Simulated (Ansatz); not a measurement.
**H3PSi3 (SMILES [Si]1#P=[SiH][SiH2]1): density, localisation and related maps**

The calculation's input:

```
crystal:
  periodic: [false, false, false]
  atoms:
    - {symbol: P, position_ang: [-3.186660, 1.085240, -0.564111]}
    - {symbol: Si, position_ang: [-1.886508, -1.141878, 1.687647]}
    - {symbol: Si, position_ang: [-2.565880, 1.203698, 1.523281]}
    - {symbol: Si, position_ang: [-1.701320, -0.517492, -0.496148]}
    - {symbol: H, position_ang: [-3.116583, -1.937075, 1.952407]}
    - {symbol: H, position_ang: [-0.757262, -1.636377, 2.530002]}
    - {symbol: H, position_ang: [-0.352132, -0.282176, -1.118069]}
basis:
  gaussian:
    orbitals: def2-TZVPD
magnetization:
  spin_polarized: false
hamiltonian:
  xc: pbe0
output:
  forces: true
  orbitals: {seedname: orbitals}
```

Run with:

```sh
ansatz run input.yaml --threads 1 --pin off --max-ram 2610MiB --events-out events.jsonl --progress --plain --runs-dir runs
```

Geometry: B3LYP-D3(BJ)/def2-SVP.

Level of theory: isolated molecule in a Gaussian basis; Kohn-Sham density functional theory, functional PBE0 in Ansatz 0.2.0.

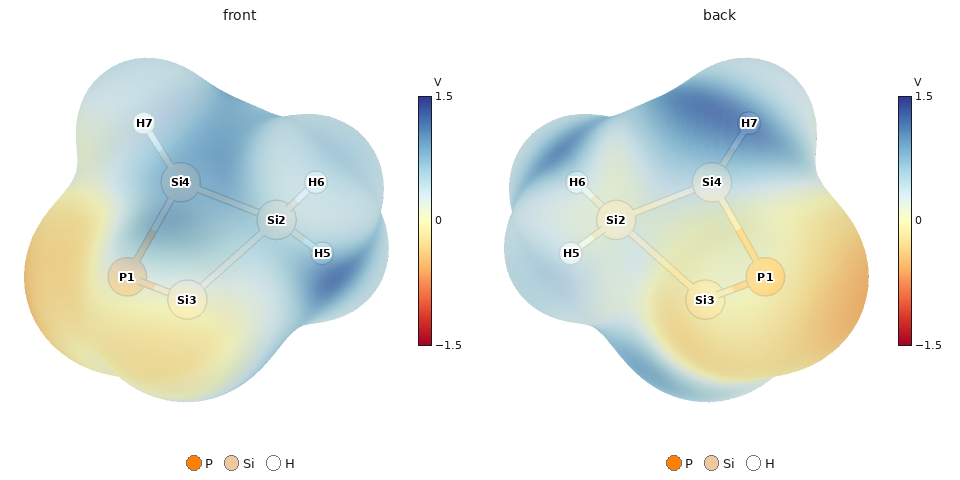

Figure 1. The electrostatic potential painted on the density surface at 0.002 e/bohr³, seen from the front and from behind; the colour scale runs from red (negative) to blue (positive).

Describe the electrostatic potential map.

Answer. The most negative region (about −0.5 V) lies over P1, the most positive (about +1.2 V) over Si2 and Si4.

How polar is the molecule by this calculation?

Answer. Its dipole moment is 1.80 D.

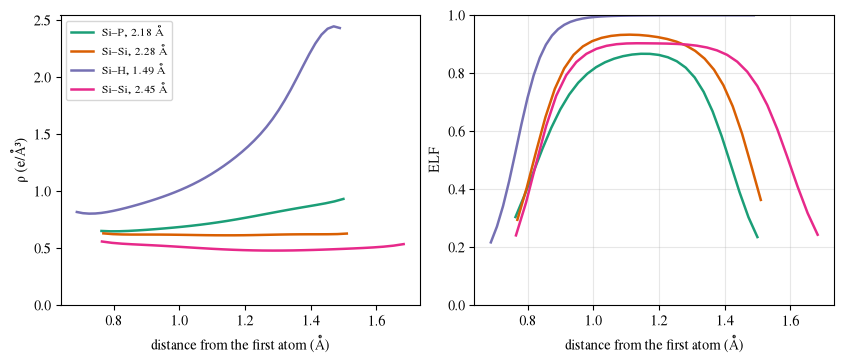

Figure 2. Electron density and electron localisation function along straight lines between neighbouring atoms. The curves leave out the atomic cores.

What can be read from the curves?

Answer. Si–P (2.18 Å): the density is about 0.72 e/Å³ at the midpoint; the ELF peaks at about 0.85 between the atoms (localised, covalent bonding).
Si–Si (2.28 Å): the density is about 0.61 e/Å³ at the midpoint; the ELF peaks at about 0.95 between the atoms (localised, covalent bonding).
Si–H (1.49 Å): ρ at the midpoint is about 0.8 e/Å³; the ELF climbs to about 1 towards the hydrogen, as it does in any bond to H.
Si–Si (2.45 Å): the density is about 0.48 e/Å³ at the midpoint; the ELF peaks at about 0.90 between the atoms, as expected for a covalent bond.

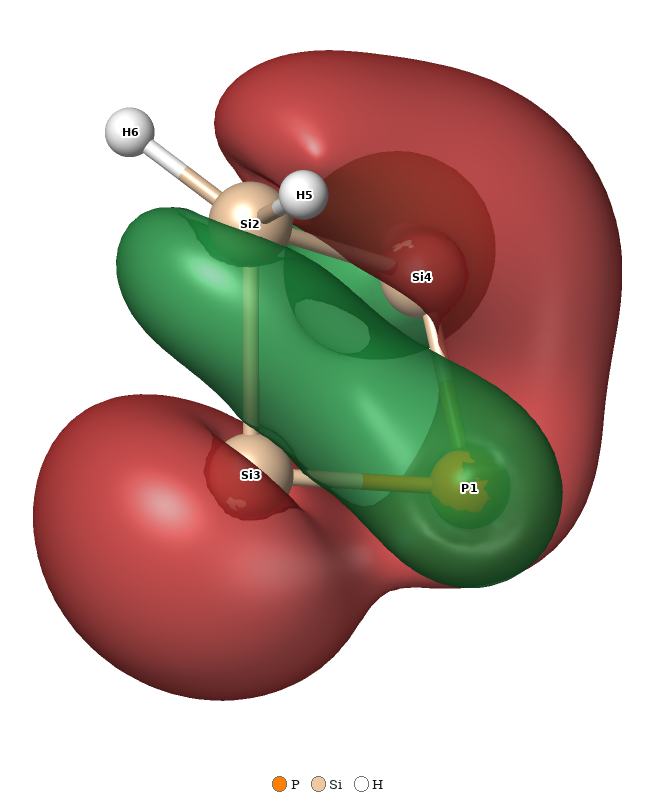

Figure 3. The HOMO at ±0.06 Å⁻³ᐟ² (green and red are the two phases), seen at an oblique angle.

Where does this orbital lie, and at what energy?

Answer. Its weight (Hirshfeld) is mainly on Si3 (about 45 %), Si4 (about 20 %), P1 (about 15 %) and Si2 (about 15 %). Its energy is −6.43 eV.
